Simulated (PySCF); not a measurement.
In(Cl)(Br)2, Br2ClIn, SMILES [Cl][In]([Br])[Br], CAM-B3LYP/def2-SVP optimised geometry. Atoms within 1.6 Å of the plane z = 0.0 Å (x, y, z in Å): In1 (-0.59, 0.03, 0.00), Cl2 (-1.72, 2.06, 0.00), Br3 (-1.87, -2.06, 0.00), Br4 (1.87, 0.03, 0.00).

Computed with CAM-B3LYP/def2-TZVP, def2 effective core potentials past Kr in PySCF. The core electrons that the potentials of In replace are not part of the density. Cells within 0.4 Å of a nucleus heavier than hydrogen are left out (blank, or x).

Map of the deformation density (molecule minus spherical neutral atoms) (e/bohr³) on the plane z = 0.0 Å:

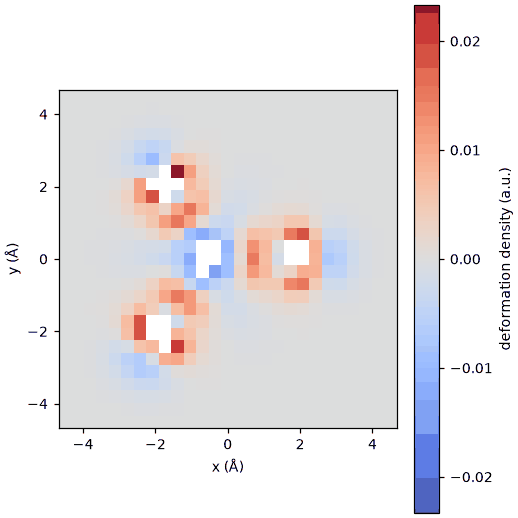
Figure. Deformation density (molecule minus spherical neutral atoms) (e/bohr³) on the plane z = 0.0 Å.
